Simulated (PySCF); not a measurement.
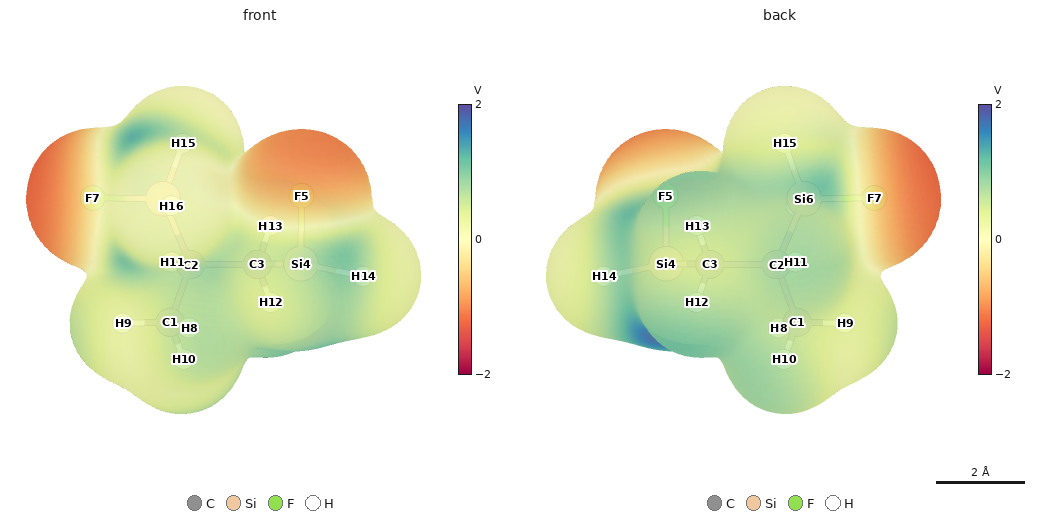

Figure 1: C3H9F2Si2 (SMILES C[C@H](C[SiH]F)[SiH2]F) (doublet). The molecular electrostatic potential painted on the density surface at 0.002 e/bohr³, seen from the front and from behind; the colour scale runs from red (negative) to blue (positive).

Geometry: GFN2-xTB.

Method: UKS B3LYP, pcH-1 on C F H Si, non-relativistic, mean-field spin-orbit, GIAO (PySCF 2.14.0, density-fitted response routines).

```xyz
16

C    -0.6704   -1.4648    0.6925
C    -0.4430   -0.4839   -0.4571
C     1.0551   -0.2609   -0.6826
Si    1.9729    0.6445    0.7122
F     1.6692    2.2335    0.4918
Si   -1.3864    1.1518   -0.1800
F    -2.9574    0.7799   -0.2797
H    -0.2583   -1.0650    1.6194
H    -1.7327   -1.6484    0.8358
H    -0.1827   -2.4182    0.4894
H    -0.8446   -0.9509   -1.3666
H     1.5402   -1.2249   -0.8552
H     1.1947    0.3289   -1.5942
H     3.4287    0.6102    0.6537
H    -1.1708    2.1043   -1.2583
H    -1.2221    1.6728    1.1675
```

Where is the surface potential most negative and most positive?

Answer. The most negative region (about −1.2 V) lies over F7, the most positive (about +1.6 V) over Si4.
